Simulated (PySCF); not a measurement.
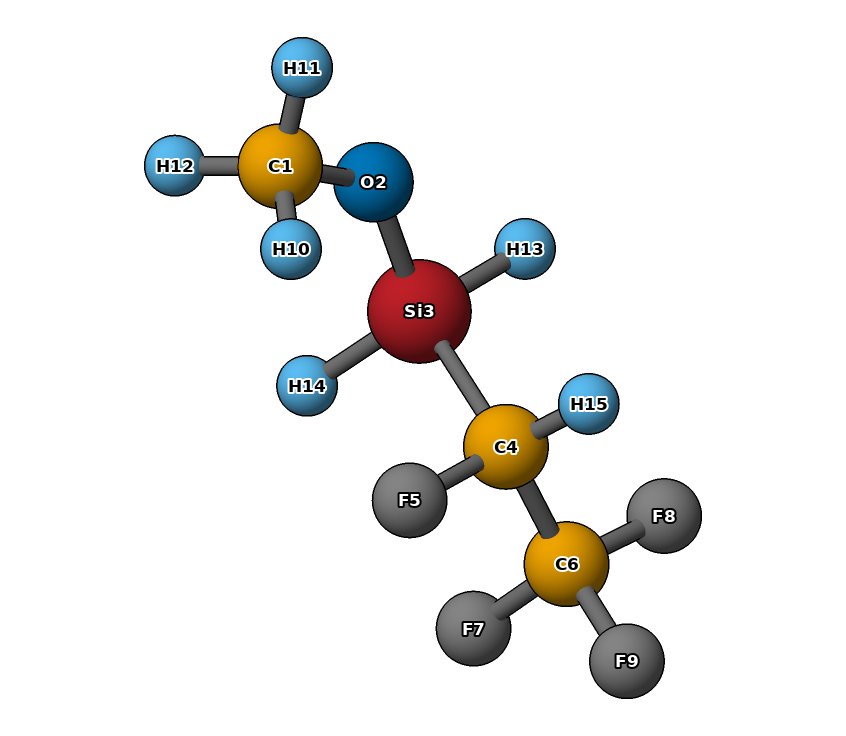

The thickness of each stick grows with its Mayer bond order. The computed structure is the end point of a GFN2-xTB optimisation. No frequency run is at hand to confirm it as a minimum. Method: PBE0/pcSseg-1 (PySCF 2.14.0).

List the Mayer bond orders of C1–O2, C1–H10, C1–H11, C1–H12, O2–Si3, Si3–C4, Si3–H13, Si3–H14, C4–F5, C4–C6, C4–H15, C6–F7, C6–F8, C6–F9.

```json
{"bond": "C1–O2", "Mayer order": "0.87", "length (Å)": "1.406"}
{"bond": "C1–H10", "Mayer order": "0.96", "length (Å)": "1.090"}
{"bond": "C1–H11", "Mayer order": "0.97", "length (Å)": "1.090"}
{"bond": "C1–H12", "Mayer order": "0.97", "length (Å)": "1.091"}
{"bond": "O2–Si3", "Mayer order": "1.03", "length (Å)": "1.606"}
{"bond": "Si3–C4", "Mayer order": "0.77", "length (Å)": "1.941"}
{"bond": "Si3–H13", "Mayer order": "0.93", "length (Å)": "1.450"}
{"bond": "Si3–H14", "Mayer order": "0.92", "length (Å)": "1.460"}
{"bond": "C4–F5", "Mayer order": "0.85", "length (Å)": "1.383"}
{"bond": "C4–C6", "Mayer order": "0.98", "length (Å)": "1.510"}
{"bond": "C4–H15", "Mayer order": "0.93", "length (Å)": "1.096"}
{"bond": "C6–F7", "Mayer order": "1.00", "length (Å)": "1.339"}
{"bond": "C6–F8", "Mayer order": "0.98", "length (Å)": "1.346"}
{"bond": "C6–F9", "Mayer order": "1.02", "length (Å)": "1.339"}
```

The geometry is semi-empirical. Around Si such bond lengths and angles can be off by a tenth of an ångström or more and by several degrees, and values that hang on the shape move with them.
